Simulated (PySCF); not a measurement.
**Run report: Ta3, single-point calculation**

- system: Ta3, multiplicity 4
- method: UKS TPSS, Ta def2-SVP with ECP60; non-relativistic Hamiltonian with a scalar-relativistic core potential; density fitting (PySCF 2.14.0)

It belongs to a series of runs on one base structure; here: finer grid at the relaxed geometry.

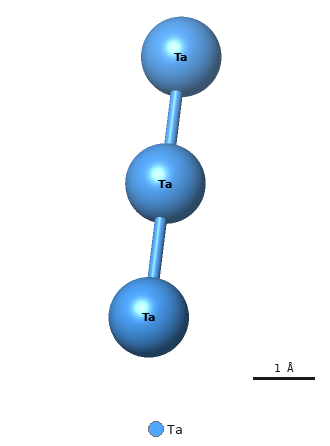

Fig. 1: The input geometry (ball-and-stick view, seen at an oblique angle). Sticks mark near contacts. Bond lengths as drawn: Ta–Ta 2.30 to 2.42 Å.

**Input**
```python
mol = gto.M(atom='''
Ta     0.00000     0.00000     2.33791
Ta     0.00000    -0.00000     0.04215
Ta    -0.00000    -0.00000    -2.38005''',
    basis={'Ta': 'def2-SVP'},
    ecp={'Ta': 'def2-SVP'},
    charge=0, spin=3)
mf = dft.UKS(mol, xc='TPSS')
mf.grids.atom_grid = (75, 302)  # f atoms: at least (60, 302), unpruned
mf = mf.density_fit()  # Ta def2-universal-JKFIT
mf.conv_tol = 1e-09; mf.max_cycle = 55
mf.kernel(dm0)
```

The script is an equivalent of the set-up of the self-consistent field. The run itself was carried out by a driver, which started from the orbitals of the step before it where there was one and computed the further properties.

Launched with:
```bash
OMP_NUM_THREADS=2 python <driver script>
```

**Log**
```
init E= -170.702851197093
  HOMO = -0.146124518474  LUMO = -0.119612393461  gap/eV = 0.72143
cycle= 1 E= -170.702831387181  delta_E= 1.98e-05  |g|= 0.00587  |ddm|= 0.00829
  HOMO = -0.145701236756  LUMO = -0.118232119184  gap/eV = 0.74747
cycle= 2 E= -170.697164624723  delta_E= 0.00567  |g|= 0.0952  |ddm|= 0.12
  HOMO = -0.14620393343  LUMO = -0.119559142992  gap/eV = 0.72504
cycle= 3 E= -170.702825808741  delta_E= -0.00566  |g|= 0.00703  |ddm|= 0.114
  HOMO = -0.146180731139  LUMO = -0.119571639767  gap/eV = 0.72407
cycle= 4 E= -170.70285324661  delta_E= -2.74e-05  |g|= 0.000338  |ddm|= 0.00849
  HOMO = -0.146157168989  LUMO = -0.119559007082  gap/eV = 0.72377
cycle= 5 E= -170.702853315437  delta_E= -6.88e-08  |g|= 0.000107  |ddm|= 0.000652
  HOMO = -0.146165397045  LUMO = -0.119570614244  gap/eV = 0.72368
cycle= 6 E= -170.70285332327  delta_E= -7.83e-09  |g|= 4.13e-05  |ddm|= 0.00034
  HOMO = -0.146165664589  LUMO = -0.119573298736  gap/eV = 0.72362
cycle= 7 E= -170.702853324281  delta_E= -1.01e-09  |g|= 4.9e-05  |ddm|= 0.000211
  HOMO = -0.146164269404  LUMO = -0.11957777365  gap/eV = 0.72346
cycle= 8 E= -170.702853327168  delta_E= -2.89e-09  |g|= 3.12e-05  |ddm|= 0.000431
  HOMO = -0.146163303325  LUMO = -0.119580468641  gap/eV = 0.72336
cycle= 9 E= -170.702853328306  delta_E= -1.14e-09  |g|= 5.32e-06  |ddm|= 0.000245
  HOMO = -0.146163467264  LUMO = -0.119581332452  gap/eV = 0.72334
cycle= 10 E= -170.702853328398  delta_E= -9.21e-11  |g|= 4.54e-06  |ddm|= 6.45e-05
  HOMO = -0.146163478098  LUMO = -0.119580378548  gap/eV = 0.72336
```

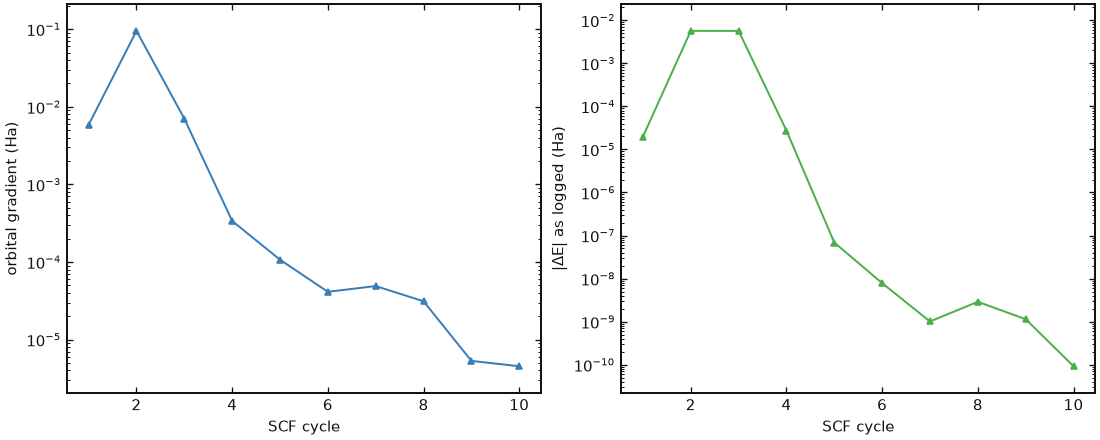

Fig. 2: Convergence of the self-consistent field: orbital gradient and size of the energy change against the SCF cycle. The residual comes down, with one marked jump up, by a factor of about 15, at step 2.

```
Extra cycle  E= -170.702853325563  delta_E= 2.83e-09  |g|= 6.82e-05  |ddm|= 9.34e-05
converged SCF energy = -170.702853325563  <S^2> = 4.7552419  2S+1 = 4.4744796
```

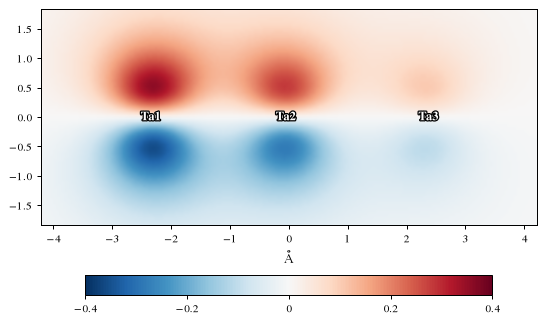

Fig. 3: One frontier orbital on a plane 0.8 Å above a plane that holds the molecular axis (values in Å⁻³ᐟ²; the overall sign is arbitrary). The LUMO (β), at −3.25 eV. It lies mainly on Ta1 (55 %) and Ta2 (35 %); it vanishes on the molecular axis (π type).

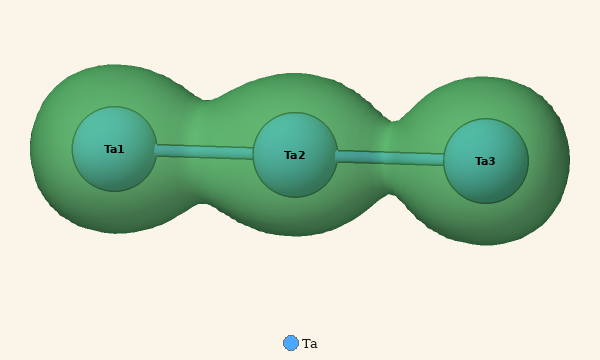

Fig. 4: Isosurface of the electron density at 0.5 e/Å³ (green), seen from the side. At this value the surface is in one piece. On the grid the lowest density along these lines, outside the cores, is 0.79 e/Å³ (Ta–Ta, 2.30 Å) and 0.64 e/Å³ (Ta–Ta, 2.42 Å).

**Summary**

| quantity | value |
| --- | --- |
| outcome | converged |
| total energy | −170.702853 hartree |
| ⟨S²⟩ | 4.755 |
| largest force (length of the vector) | 0.020 eV/Å |
| dipole moment | 0.10 D |
| hardware | 2 threads of Arm Neoverse V1, 24 GiB of memory available, shared host |
| wall time | 35 s (CPU time 71 s) |
| peak memory | 0.84 GiB |

**Notes**

⟨S²⟩ is 4.76 against 3.75 for a pure state: the solution is spin-contaminated.
